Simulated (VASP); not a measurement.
Band structure of CdSe (zinc blende). These are r2SCAN+rVV10, VASP's PBE PAW potentials (set 64) (plane waves; VASP) values and carry that method's errors.

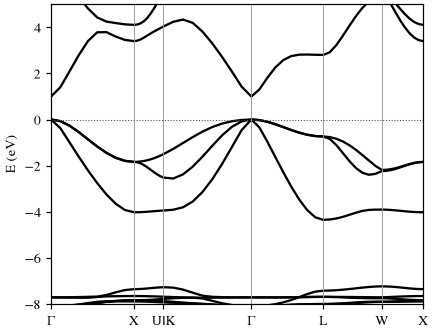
Figure. Bands along high-symmetry lines, zero at the valence-band maximum or, without a gap, the Fermi level

**Question.** Read the plot: is there a gap, and where are the band edges?

**Answer.** The gap is direct, 1.00 eV, from the valence maximum at Γ to the conduction minimum at Γ.

The compound is CdSe in the zinc blende structure, whereas wurtzite is the usual form. It was relaxed first.
